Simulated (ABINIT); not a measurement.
**A GW chain in ABINIT: CsSnI3 (Pm-3m)**

Wanted: ground state, empty states, screening and self-energy for CsSnI3 (Pm-3m).

Method: PBE and many-body steps on it, plane waves, in ABINIT 10.8.3.

## Step 1: Set-up

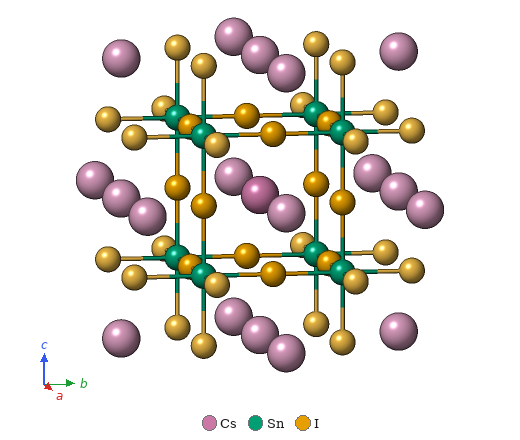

The cell as given, slightly off an axis (caesium pink, tin teal, iodine orange). Some periodic images of atoms are drawn too.

The cell and positions are those that the Materials Project relaxed with its own functionals (PBE, PBE+U or r2SCAN), kept fixed. Spin-orbit coupling is left out unless a step names it.

## Step 2: Ground state

This step: ABINIT 10.8.3; DFT, PBE, plane waves, norm-conserving pseudopotentials.

The ground-state density comes first.

Contents of run.abi:

```
acell 3*1.0 Angstrom
rprim 
  6.286228000000 0.000000000000 0.000000000000
  0.000000000000 6.286228000000 0.000000000000
  0.000000000000 0.000000000000 6.286228000000
ntypat 3
znucl 55 50 53
natom 5
typat 1 2 3 3 3
xred 
  0.500000000000 0.500000000000 0.500000000000
  0.000000000000 0.000000000000 0.000000000000
  0.500000000000 0.000000000000 0.000000000000
  0.000000000000 0.000000000000 0.500000000000
  0.000000000000 0.500000000000 0.000000000000
pp_dirpath "pseudos"
pseudos "Cs.upf, Sn.upf, I.upf"
ecut 38
ngkpt 4 4 4
nshiftk 1
shiftk 0 0 0
kptopt 1
chksymbreak 0
nband 59
occopt 1
tolvrs 1e-10
nstep 60
prtwf 0
optforces 0
optstress 0
indata_prefix "in"
outdata_prefix "out"
tmpdata_prefix "tmp"
```

Command:

```bash
$ OMP_NUM_THREADS=1 mpirun -n 8 abinit run.abi > log
```

Numbers of over 12 decimals in the logs are rounded to 6 here.

Log:

```text
.Version 10.8.3 of ABINIT. v10.8.2 released Aug 2026.

 Symmetries : space group Pm -3 m (#221); Bravais cP (primitive cubic)
================================================================================
 Values of the parameters that define the memory need of the present run
     intxc =       0    ionmov =       0      iscf =       7    lmnmax =       8
     lnmax =       8     mgfft =      72  mpssoang =       4    mqgrid =    3297
     natom =       5  nloc_mem =       1    nspden =       1   nspinor =       1
    nsppol =       1      nsym =      48    n1xccc =    2501    ntypat =       3
    occopt =       1   xclevel =       2
-    mband =          59        mffmem =           1         mkmem =           2
       mpw =       18821          nfft =      373248          nkpt =          10
================================================================================
  Rough estimation (10% accuracy) of disk space for files :
================================================================================

--------------------------------------------------------------------------------
------------- Echo of variables that govern the present computation ------------
--------------------------------------------------------------------------------
 -outvars: echo values of preprocessed input variables --------
            acell      1.8897261259E+00  1.8897261259E+00  1.8897261259E+00 Bohr

      chksymbreak           0
             ecut      3.80000000E+01 Hartree
-          fftalg         312

              ixc     -101130
              kpt      0.00000000E+00  0.00000000E+00  0.00000000E+00
                       2.50000000E-01  0.00000000E+00  0.00000000E+00
                       5.00000000E-01  0.00000000E+00  0.00000000E+00
                       2.50000000E-01  2.50000000E-01  0.00000000E+00
                       5.00000000E-01  2.50000000E-01  0.00000000E+00
                       5.00000000E-01  5.00000000E-01  0.00000000E+00
                       2.50000000E-01  2.50000000E-01  2.50000000E-01
                       5.00000000E-01  2.50000000E-01  2.50000000E-01
                       5.00000000E-01  5.00000000E-01  2.50000000E-01
                       5.00000000E-01  5.00000000E-01  5.00000000E-01
         kptrlatt        4    0    0      0    4    0      0    0    4
          kptrlen      4.75169971E+01
P           mkmem           2
            natom           5
            nband          59
            ngfft          72      72      72
             nkpt          10
            nstep          60
             nsym          48
           ntypat           3
              occ      2.000000  2.000000  2.000000  2.000000  2.000000  2.000000
                       2.000000  2.000000  2.000000  2.000000  2.000000  2.000000
                       2.000000  2.000000  2.000000  2.000000  2.000000  2.000000
                       2.000000  2.000000  2.000000  2.000000  2.000000  2.000000
                       2.000000  2.000000  2.000000  2.000000  2.000000  2.000000
                       2.000000  2.000000  2.000000  2.000000  2.000000  2.000000
                       2.000000  2.000000  2.000000  2.000000  2.000000  2.000000
                       2.000000  2.000000  2.000000  2.000000  2.000000  2.000000
                       2.000000  2.000000  2.000000  2.000000  2.000000  0.000000
                       0.000000  0.000000  0.000000  0.000000  0.000000
        optforces           0
        optstress           0
            prtwf           0
            rprim      6.2862280000E+00  0.0000000000E+00  0.0000000000E+00
                       0.0000000000E+00  6.2862280000E+00  0.0000000000E+00
[...]
spgroup         221

           tolvrs      1.00000000E-10

             xred      5.0000000000E-01  5.0000000000E-01  5.0000000000E-01
[...]
znucl       55.00000   50.00000   53.00000

================================================================================

 chkinp: Checking input parameters for consistency.

================================================================================
== DATASET  1 ==================================================================
-   mpi_nproc: 8, omp_nthreads: 1 (-1 if OMP is not activated)
-    --> not optimal distribution: autoparal keyword recommended in input file <--

--- !DatasetInfo
iteration_state: {dtset: 1, }
dimensions: {natom: 5, nkpt: 10, mband: 59, nsppol: 1, nspinor: 1, nspden: 1, mpw: 18821, }
cutoff_energies: {ecut:  38.0, pawecutdg:  -1.0, }
electrons: {nelect:   1.06000000E+02, charge:   0.00000000E+00, occopt:   1.00000000E+00, tsmear:   1.00000000E-02, }

 Real(R)+Recip(G) space primitive vectors, cartesian coordinates (Bohr,Bohr^-1):
 R(1)= 11.8792493  0.0000000  0.0000000  G(1)=  0.0841804  0.0000000  0.0000000
 R(2)=  0.0000000 11.8792493  0.0000000  G(2)=  0.0000000  0.0841804  0.0000000
 R(3)=  0.0000000  0.0000000 11.8792493  G(3)=  0.0000000  0.0000000  0.0841804
 Unit cell volume ucvol=  1.6763588E+03 bohr^3
 Angles (23,13,12)=  9.00000000E+01  9.00000000E+01  9.00000000E+01 degrees

 getcut: wavevector=  0.0000  0.0000  0.0000  ngfft=  72  72  72
         ecut(hartree)=     38.000   => boxcut(ratio)=   2.18417

--- Pseudopotential description ------------------------------------------------
- Cs Generated using ONCVPSP code by D. R. Hamann
[...]
nproj     2     2     2     0
  pspatm : epsatm=   27.31087254
         --- l  ekb(1:nproj) -->
[...]
pspatm: atomic psp has been read  and splines computed

- I Generated using ONCVPSP code by D. R. Hamann
- 53.00000  25.00000  220131                  znucl, zion, pspdat
12 -101130 3 -1 1188                          pspcod,pspxc,lmax,lloc,mmax
     nproj     2     2     2     2
  pspatm : epsatm=   25.72445091
         --- l  ekb(1:nproj) -->
[...]
pspatm: atomic psp has been read  and splines computed

   1.34938913E+04                                ecore*ucvol(ha*bohr**3)
--------------------------------------------------------------------------------

_setup2: Arith. and geom. avg. npw (full set) are   18763.109   18763.076

================================================================================

--- !BeginCycle
iteration_state: {dtset: 1, }
solver: {iscf: 7, nstep: 60, nline: 4, wfoptalg: 0, }
tolerances: {tolvrs: 1.00E-10, }

     iter   Etot(hartree)      deltaE(h)  residm     vres2
 ETOT  1  -1177.8843633085    -1.178E+03 1.248E+00 2.079E+03
 ETOT  2  -1182.9492740837    -5.065E+00 8.004E-03 1.104E+03
 ETOT  3  -1183.0918070105    -1.425E-01 4.372E-03 2.903E+02
 ETOT  4  -1183.1048044187    -1.300E-02 2.450E-03 1.069E+02
 ETOT  5  -1183.1109860572    -6.182E-03 1.451E-03 2.632E+01
 ETOT  6  -1183.1119157257    -9.297E-04 5.970E-04 3.293E+00
 ETOT  7  -1183.1119828778    -6.715E-05 7.539E-04 3.674E-01
 ETOT  8  -1183.1119940682    -1.119E-05 1.225E-03 7.086E-02
 ETOT  9  -1183.1119972650    -3.197E-06 4.952E-04 5.013E-03
 ETOT 10  -1183.1119974858    -2.208E-07 3.494E-04 1.158E-04
 ETOT 11  -1183.1119974912    -5.445E-09 9.698E-05 4.846E-06
 ETOT 12  -1183.1119974918    -5.875E-10 5.398E-05 8.649E-07
 ETOT 13  -1183.1119974918     7.071E-11 1.771E-05 3.790E-08
 ETOT 14  -1183.1119974922    -4.163E-10 9.806E-06 8.406E-10
 ETOT 15  -1183.1119974919     3.031E-10 4.595E-06 2.240E-10
 ETOT 16  -1183.1119974917     1.717E-10 8.360E-06 8.150E-11

 At SCF step   16       vres2   =  8.15E-11 < tolvrs=  1.00E-10 =>converged.

--- !ResultsGS
iteration_state: {dtset: 1, }
comment   : Summary of ground state results
lattice_vectors:
- [ 11.8792493,   0.0000000,   0.0000000, ]
- [  0.0000000,  11.8792493,   0.0000000, ]
- [  0.0000000,   0.0000000,  11.8792493, ]
lattice_lengths: [  11.87925,   11.87925,   11.87925, ]
lattice_angles: [ 90.000,  90.000,  90.000, ] # degrees, (23, 13, 12)
lattice_volume:   1.6763588E+03
convergence: {deltae:  1.717E-10, res2:  8.150E-11, residm:  8.360E-06, diffor:  0.000E+00, }
etotal    :  -1.18311200E+03
entropy   :   0.00000000E+00
fermie    :   1.28351261E-01
cartesian_stress_tensor: null
pressure_GPa: null
xred      :
- [  5.0000E-01,   5.0000E-01,   5.0000E-01, Cs]
- [  0.0000E+00,   0.0000E+00,   0.0000E+00, Sn]
- [  5.0000E-01,   0.0000E+00,   0.0000E+00,  I]
- [  0.0000E+00,   0.0000E+00,   5.0000E-01,  I]
- [  0.0000E+00,   5.0000E-01,   0.0000E+00,  I]
cartesian_forces: null
force_length_stats: {min: null, max: null, mean: null, }

 Integrated electronic density in atomic spheres:
 ------------------------------------------------
 Atom  Sphere_radius  Integrated_density
[...]
================================================================================

 ----iterations are completed or convergence reached----

 Mean square residual over all n,k,spin=   22.062E-09; max=  83.601E-07
 reduced coordinates (array xred) for    5 atoms
[...]
0.000000000000      0.000000000000      0.000000000000
       0.500000000000      0.000000000000      0.000000000000
       0.000000000000      0.000000000000      0.500000000000
       0.000000000000      0.500000000000      0.000000000000
 rms dE/dt=  0.0000E+00; max dE/dt=  0.0000E+00; dE/dt below (all hartree)
    1       0.000000000000      0.000000000000      0.000000000000
    2       0.000000000000      0.000000000000      0.000000000000
    3       0.000000000000      0.000000000000      0.000000000000
    4       0.000000000000      0.000000000000      0.000000000000
    5       0.000000000000      0.000000000000      0.000000000000

 cartesian coordinates (angstrom) at end:
    1      3.143114     3.143114     3.143114
    2      0.000000     0.000000     0.000000
    3      3.143114     0.000000     0.000000
    4      0.000000     0.000000     3.143114
    5      0.000000     3.143114     0.000000
 length scales=  1.889726125908  1.889726125908  1.889726125908 bohr
              =  1.000000000000  1.000000000000  1.000000000000 angstroms
 prteigrs : about to open file out_EIG
 Fermi (or HOMO) energy (hartree) =   0.12835   Average Vxc (hartree)=  -0.28240
 Eigenvalues (hartree) for nkpt=  10  k points:
 kpt#   1, nband= 59, wtk=  0.01563, kpt=  0.0000  0.0000  0.0000 (reduced coord)
  -6.32304   -6.32304   -6.32304   -4.65407   -4.37268   -4.37268   -4.37268   -4.36883
  -4.36883   -4.36883   -4.36883   -4.36883   -4.36883   -3.02849   -3.02849   -3.02849
  -1.52069   -1.52037   -1.52037   -1.51937   -1.51937   -1.51937   -1.51925   -1.51925
  -1.51925   -1.51613   -1.51592   -1.51592   -1.51592   -1.51570   -1.51570   -0.68580
  -0.68136   -0.68136   -0.68086   -0.68086   -0.68086   -0.34801   -0.32445   -0.32445
  -0.19994   -0.19994   -0.19994   -0.09714   -0.03219   -0.03219   -0.03219    0.05156
   0.05156    0.05156    0.05667    0.05667    0.05667    0.21530    0.25231    0.25231
   0.26490    0.26490    0.26490
 prteigrs : prtvol=0 or 1, do not print more k-points.

--- !EnergyTerms
iteration_state     : {dtset: 1, }
comment             : Components of total free energy in Hartree
kinetic             :  3.97871112871288E+02
hartree             :  5.18300786564928E+02
xc                  : -1.52819764325309E+02
Ewald energy        : -4.43126019946556E+02
psp_core            :  8.04952433837377E+00
local_psp           : -1.48947106951656E+03
non_local_psp       : -2.19165674778725E+01
total_energy        : -1.18311199749171E+03
total_energy_eV     : -3.21941175360010E+04
band_energy         : -2.00633296306137E+02

== END DATASET(S) ==============================================================
================================================================================

 -outvars: echo values of variables after computation  --------
           etotal     -1.1831119975E+03
            nband          59
             nkpt          10
          spgroup         221
 [... the other variables as echoed above ...]

 Calculation completed.
```

The job ended after 3.3 min (8 MPI ranks of Intel Xeon Platinum 8488C (Sapphire Rapids), shared host; peak memory 1.4 GiB; 27 min of CPU time).

This step gave:

```
total energy               : -32194.1175 eV
gap                        : 0.4814 eV
k of the valence top       : 0.5, 0.5, 0.5
k of the conduction bottom : 0.5, 0.5, 0.5
least direct gap           : 0.4814 eV
```

The gap is direct, at (0.500, 0.500, 0.500).

(Continued in part 2 of 3.)

[Paths, hosts, dates, memory and timing lines, banners, echoed tables and standing remarks are left out of the program output.]

[Logs are printed without paths, hosts, clocks, repeated set-up lines and the standing remarks that a program may print on its own settings, such as how far it seeks lower states.]

[Runs of the session that timed out or met a known fault of the program may be left out.]

[Hosts, paths, dates, database ids (printed as entryN), source tags and the programs' standing remarks are cut or masked in the printed files.]

[G0W0 gaps are taken among the corrected bands and points alone; a level outside them can change the order at an edge.]

[Where Ansatz stands beside ABINIT at settings called matched, ABINIT's density can come from a denser mesh and the files from another edition; pairs whose starting gaps differed by over 0.03 eV were left out, so agreement reads better than it is.]
